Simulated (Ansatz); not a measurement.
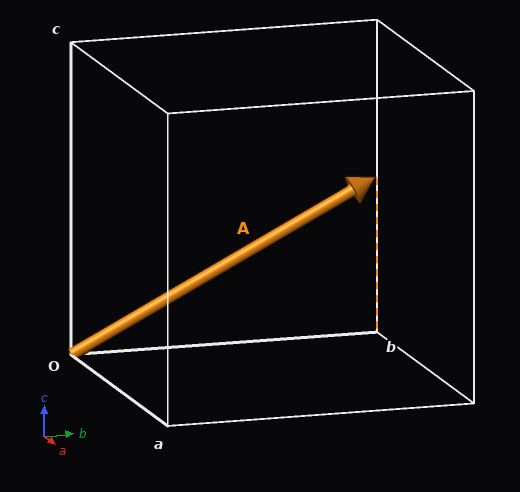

For SnGe2, the geometry relaxed with DFT LDA, scalar-relativistic, plane waves, PAW (Ansatz); the starting structure was generated, so it need not be a known form of this composition: the arrow starts at a corner of the unit cell and ends on its surface; where a tip isn't a corner, dashed lines run from it parallel to the axes. All values are computed from the atomic coordinates in the standard setting (tolerance 0.002 Å).

a = 6.620 Å, b = 6.620 Å, c = 6.620 Å, α = 90.00°, β = 90.00°, γ = 90.00°.

> Index the direction.

Arrow A runs from (0, 0, 0) to (0, 1, 1/2), so [0 2 1].

> How long is the vector ua + vb + wc?

14.802 Å.
